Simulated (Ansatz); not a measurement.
# Calculations on H

**1. Relaxation**

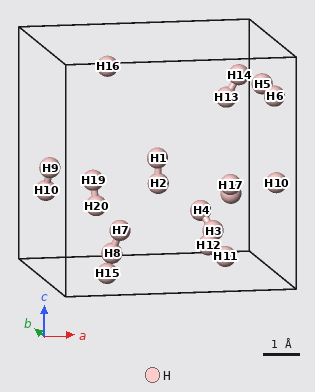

An amorphous cell of composition H, before the relaxation. A ball-and-stick model of the cell of the calculation (origin shifted), seen from a free direction.

The cell holds 10 H2. The run prepares the start of a later molecular dynamics calculation, from a guessed geometry.

Theory: Ansatz 0.2.0, DFT PBE-D3(BJ), scalar-relativistic, plane waves, PAW.

The input:
```yaml
accuracy: low
crystal:
  lattice:
    - [6.69433, 0.0, 0.0]
    - [0.0, 6.69433, 0.0]
    - [0.0, 0.0, 6.69433]
  atoms:
    - { symbol: H, position: [0.3370292, 0.9977998, 0.4695017] }
    - { symbol: H, position: [0.3404988, 0.998764, 0.3594427] }
    - { symbol: H, position: [0.6284735, 0.2488996, 0.105863] }
    - { symbol: H, position: [0.58888, 0.3168055, 0.1829804] }
    - { symbol: H, position: [0.7669308, 0.8779628, 0.7946745] }
    - { symbol: H, position: [0.8002082, 0.7802749, 0.7562601] }
    - { symbol: H, position: [0.2234921, 0.2403395, 0.1213661] }
    - { symbol: H, position: [0.1934435, 0.2682966, 0.0191827] }
    - { symbol: H, position: [0.850192, 0.900933, 0.4597603] }
    - { symbol: H, position: [0.8405002, 0.9369023, 0.3561348] }
    - { symbol: H, position: [0.604333, 0.8633165, 0.058201] }
    - { symbol: H, position: [0.5219705, 0.8210132, 0.1178065] }
    - { symbol: H, position: [0.5422036, 0.5352488, 0.8004791] }
    - { symbol: H, position: [0.594318, 0.5262055, 0.8970621] }
    - { symbol: H, position: [0.0543443, 0.6819497, 1.0328964] }
    - { symbol: H, position: [0.0466316, 0.6341929, 0.9339734] }
    - { symbol: H, position: [0.5669242, 0.570255, 0.4173115] }
    - { symbol: H, position: [0.5879625, 0.6640506, 0.3635923] }
    - { symbol: H, position: [0.0721222, 0.0698168, 0.3702961] }
    - { symbol: H, position: [0.0852541, 0.0665492, 0.2610128] }
basis:
  ecutwfc: 420.0
kpoints:
  mp_grid: { grid: [1, 1, 1] }
hamiltonian:
  xc: pbe
  dispersion: d3bj
scf:
  occupations: { method: fermi_dirac, width: 0.02 }
  lower_state_search: "off"
relax:
  f_tol: 0.3
  max_steps: 15
  adjacent_minimum: "off"
```

Launched with:
```bash
ansatz run input.yaml --threads 1 --pin off --max-ram 3072MiB --backend cpu --events-out ev --progress --plain --runs-dir out
```

Question: What does the optimiser find from here?

Answer: The largest move is that of H1, 0.20 Å roughly along [3 −1 1]. The cell doesn't change. Near-neighbour distances that change, for instance: H11–H12 0.737 → 0.749 Å. Over 1 geometry step the energy falls by 17.9 meV per atom. Largest force component: 0.5 eV/Å at the start, 0.22 eV/Å at the end. The run took 2.1 s on 1 thread of Arm Neoverse V1, with other jobs on the host, peak memory 0.26 GiB.

History of the run:

```csv
step,"E − E(0), meV/atom","largest force component, eV/Å"
0,0.00,0.4959
1,-17.91,0.2159
```

The structure at the end:

```
CELL_PARAMETERS angstrom
6.69433 0.00000 0.00000
0.00000 6.69433 0.00000
0.00000 0.00000 6.69433
ATOMIC_POSITIONS crystal
H 0.36333 0.99069 0.48101
H 0.36550 0.99296 0.36984
H 0.63061 0.24619 0.10733
H 0.59169 0.31555 0.18578
H 0.76724 0.88258 0.79279
H 0.79982 0.78280 0.75490
H 0.22696 0.24639 0.11410
H 0.19685 0.27384 0.01033
H 0.82920 0.88912 0.46606
H 0.82117 0.92705 0.36185
H 0.60432 0.86556 0.05737
H 0.52049 0.82338 0.11816
H 0.53967 0.53346 0.79736
H 0.59175 0.52336 0.89553
H 0.05621 0.68128 0.03593
H 0.04896 0.63326 0.93531
H 0.56590 0.56643 0.42003
H 0.58810 0.66216 0.36666
H 0.06366 0.08341 0.35857
H 0.07428 0.08012 0.24888
```

The end point in the same view:

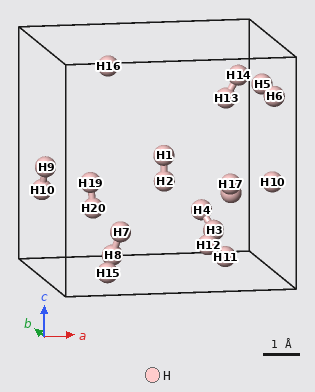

Limits of the set-up: the program's low-accuracy preset was used; the periodic images lie only 6.7 Å apart, so the values are limited by the cell's size.

**2. Dynamics**

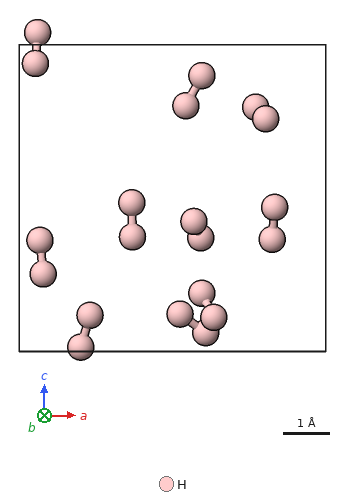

Starting frame of a dynamics run of a periodic cell with 10 H2 at 0.112 g/cm³. A ball-and-stick model of the simulation cell, seen along the b axis.

Computed with DFT PBE-D3(BJ), scalar-relativistic, plane waves, PAW (Ansatz).

Input file:
```yaml
accuracy: low
crystal:
  lattice:
    - [6.69433, 0.0, 0.0]
    - [0.0, 6.69433, 0.0]
    - [0.0, 0.0, 6.69433]
  atoms:
    - { symbol: H, position: [0.36333189, 0.99068558, 0.481006] }
    - { symbol: H, position: [0.36550231, 0.99295994, 0.36984278] }
    - { symbol: H, position: [0.63061127, 0.24619138, 0.10732577] }
    - { symbol: H, position: [0.59168512, 0.31555085, 0.18578065] }
    - { symbol: H, position: [0.76724216, 0.88257725, 0.79278761] }
    - { symbol: H, position: [0.79982429, 0.78279628, 0.75490497] }
    - { symbol: H, position: [0.22696214, 0.24639225, 0.11409729] }
    - { symbol: H, position: [0.19685176, 0.27383927, 0.0103316] }
    - { symbol: H, position: [0.82920451, 0.88911688, 0.46606443] }
    - { symbol: H, position: [0.82116891, 0.92705424, 0.36185279] }
    - { symbol: H, position: [0.60431631, 0.8655644, 0.05736547] }
    - { symbol: H, position: [0.52049368, 0.82337596, 0.11816499] }
    - { symbol: H, position: [0.53966891, 0.53345723, 0.7973592] }
    - { symbol: H, position: [0.59174729, 0.52335521, 0.89552975] }
    - { symbol: H, position: [0.05621346, 0.68128009, 1.03592575] }
    - { symbol: H, position: [0.04895503, 0.63326154, 0.9353089] }
    - { symbol: H, position: [0.56589511, 0.56643353, 0.42003469] }
    - { symbol: H, position: [0.58809939, 0.66215794, 0.3666597] }
    - { symbol: H, position: [0.06365596, 0.08340697, 0.35857244] }
    - { symbol: H, position: [0.0742828, 0.08011943, 0.2488827] }
basis:
  ecutwfc: 420.0
kpoints:
  mp_grid: { grid: [1, 1, 1] }
hamiltonian:
  xc: pbe
  dispersion: d3bj
scf:
  occupations: { method: fermi_dirac, width: 0.02 }
  lower_state_search: "off"
md:
  timestep: 0.5
  n_steps: 300
  ensemble: nvt_langevin
  temperature: 350.0
  initial_velocities: maxwell_boltzmann
  seed: 976735
  friction: 0.02
```

Run as
```bash
ansatz run input.yaml --threads 1 --pin off --max-ram 3072MiB --backend cpu --events-out ev --progress --plain --runs-dir out
```

Question: Predict how the run goes.

Answer: The mean temperature in the second half is 378 K (standard deviation 41 K). The potential energy in the second half lies on average 11.9 meV per atom below the first frame. In the second half of the run the atoms are, in the root-mean-square, this far from where they began (common drift taken out): H 1.34 Å. The molecules turn and drift from their places.

Along the run (each row but the first and the last is the mean over the interval that it begins):

```
time (fs)  potential energy (meV/atom)  T (K)
      0.0                          0.0    332
     25.0                          0.8    372
     50.0                         -8.5    348
     75.0                        -13.5    397
    100.0                        -11.2    385
    125.0                        -11.0    352
    150.0                        -16.3    356
```

The paths of the atoms:

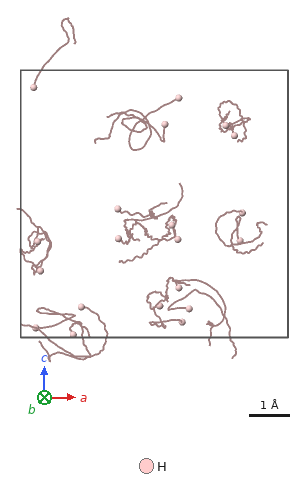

Limits of the set-up: the program's low-accuracy preset was used; the periodic images lie only 6.7 Å apart, so the values are limited by the cell's size.

Cost: 3.2 min on 1 thread of Arm Neoverse V1 (shared host), peak memory 0.27 GiB.

**3. Dynamics**

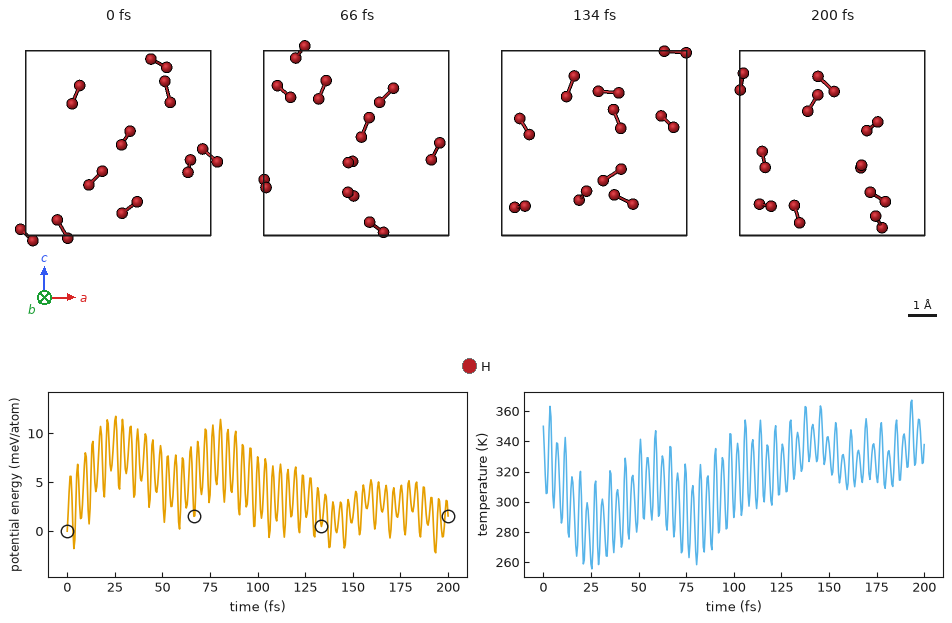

Molecular dynamics of a periodic cell with 10 H2 at 0.112 g/cm³, 200 fs long. It starts from the last geometry of an earlier run, with fresh velocities. Frames and the history of the run. A ball-and-stick model of the simulation cell, seen along the b axis. Atoms that leave the cell re-enter on the other side.

Computed with DFT PBE-D3(BJ), scalar-relativistic, plane waves, PAW (Ansatz 0.2.0). Set-up: plane-wave cutoff 420 eV; k-point mesh 1 × 1 × 1; Fermi-Dirac smearing 0.02 eV; low-accuracy preset; constant energy (NVE); velocities drawn for 350 K; time step 0.5 fs.

Input
```yaml
accuracy: low
crystal:
  lattice:
    - [6.69433, 0.0, 0.0]
    - [0.0, 6.69433, 0.0]
    - [0.0, 0.0, 6.69433]
  atoms:
    - { symbol: H, position: [0.51334794, 1.06221764, 0.48592867] }
    - { symbol: H, position: [0.55931251, 1.12678065, 0.55999348] }
    - { symbol: H, position: [0.75712878, 0.37686982, -0.09496529] }
    - { symbol: H, position: [0.67226832, 0.31728153, -0.04985262] }
    - { symbol: H, position: [0.77698773, 0.78352254, 0.7154137] }
    - { symbol: H, position: [0.74768073, 0.76607893, 0.83012976] }
    - { symbol: H, position: [0.03391998, 0.02605196, -0.03168953] }
    - { symbol: H, position: [-0.03276432, 0.08593581, 0.0294465] }
    - { symbol: H, position: [0.88613708, 0.76993082, 0.40440138] }
    - { symbol: H, position: [0.87273224, 0.67824325, 0.33724562] }
    - { symbol: H, position: [0.51644178, 0.89762396, 0.11640879] }
    - { symbol: H, position: [0.59802758, 0.84094455, 0.17807029] }
    - { symbol: H, position: [0.28707534, 0.44280347, 0.80698166] }
    - { symbol: H, position: [0.24629968, 0.39747391, 0.70834125] }
    - { symbol: H, position: [0.2226228, 0.65916142, 0.98124346] }
    - { symbol: H, position: [0.16614411, 0.64587691, 1.08009991] }
    - { symbol: H, position: [0.40961442, 0.46864431, 0.34356478] }
    - { symbol: H, position: [0.33692452, 0.51153701, 0.26948373] }
    - { symbol: H, position: [-0.04836121, 0.3843129, 0.46382663] }
    - { symbol: H, position: [0.03185916, 0.3588096, 0.39399012] }
basis:
  ecutwfc: 420.0
kpoints:
  mp_grid: { grid: [1, 1, 1] }
hamiltonian:
  xc: pbe
  dispersion: d3bj
scf:
  occupations: { method: fermi_dirac, width: 0.02 }
  lower_state_search: "off"
md:
  timestep: 0.5
  n_steps: 400
  ensemble: nve
  temperature: 350.0
  initial_velocities: maxwell_boltzmann
  seed: 154393
```

Run as
```bash
ansatz run input.yaml --threads 1 --pin off --max-ram 3072MiB --backend cpu --events-out ev --progress --plain --runs-dir out
```

### What do the frames and curves show?

The mean temperature in the second half is 330 K (standard deviation 16 K). The potential energy in the second half lies on average 2.5 meV per atom above the first frame. Root-mean-square distances from the starting positions over the second half, with the common drift of all atoms taken out: H 2.37 Å. The molecules turn and drift from their places.

Limits of the set-up: the program's low-accuracy preset was used; the periodic images lie only 6.7 Å apart, so the values are limited by the cell's size.
